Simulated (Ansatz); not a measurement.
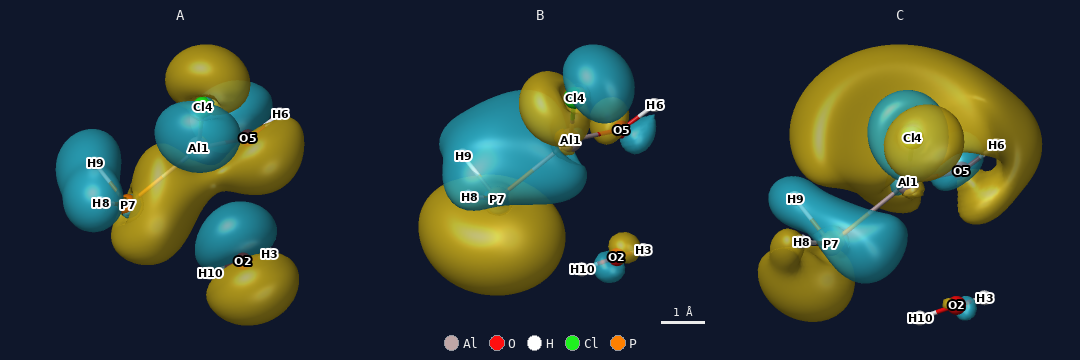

Figure. AlClH₃OP···H₂O. Three frontier orbitals at ±0.06 Å⁻³ᐟ² (yellow and cyan are the two phases), in no order.

Not at a stationary point (largest force 0.9 eV/Å).

The calculation used Ansatz 0.2.0, RKS B3LYP-D4/def2-SVP.

```csv
atom,x (Å),y (Å),z (Å)
Al,0.2632,0.5501,-0.2897
O,-0.1039,-0.1641,2.5629
H,-1.0419,-0.3421,2.3951
Cl,1.8174,-0.6296,-1.0958
O,-1.3676,0.1054,-0.5195
H,-1.6829,-0.6641,-1.0025
P,0.5541,2.5236,0.8407
H,1.9795,2.4351,0.8341
H,0.4889,3.3816,-0.3002
H,-0.0937,0.8100,2.7194
```

> Order the three orbitals by energy and name them.

A is the HOMO−1 (−8.53 eV). Its weight (Hirshfeld) is mainly on O2 (about 35 %), O5 (about 20 %), P7 (about 15 %) and Cl4 (about 15 %); largely a combination of lone pairs on O2, O5, P7 and Cl4. B is the HOMO (−7.24 eV). Its weight (Hirshfeld) is mainly on P7 (about 70 %), Al1 (about 15 %) and Cl4 (about 10 %); largely a lone pair of P7. C is the LUMO (−0.45 eV). It lies mainly on Al1 (about 55 %), P7 (about 15 %), Cl4 (about 10 %) and O5 (about 10 %).

> What is the HOMO–LUMO gap?

6.79 eV between the orbital energies.
